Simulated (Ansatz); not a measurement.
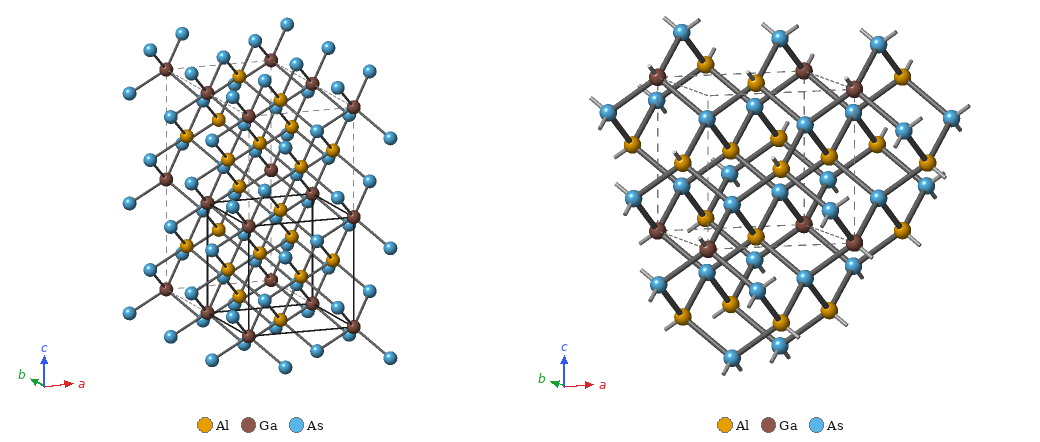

Left: the structure. Right: its underlying net. Nodes are coloured by element. Edges to nodes outside the piece are drawn as stubs.

Al3GaAs4 (space group P-43m, No. 215): the geometry relaxed with Ansatz, DFT PBE, scalar-relativistic, plane waves, PAW; the starting structure was generated, so it need not be a known form of this composition.

Bonds are taken as Al–As below 2.8 Å and As–Ga below 2.8 Å; no other contact counts. Atoms with one bond or none are removed and atoms with two bonds are replaced by edges, until no such atom is left.

The result is a uninodal 4-connected, three-periodic net: Al, Ga and As are 4-connected nodes. It is the dia net, known from diamond, zinc blende and cristobalite. It is a single net, without interpenetration.

```tsv
node	links	point symbol	coordination sequence
Al, Ga and As	4	6⁶	4 12 24 42 64 92 124 162 204 252
```
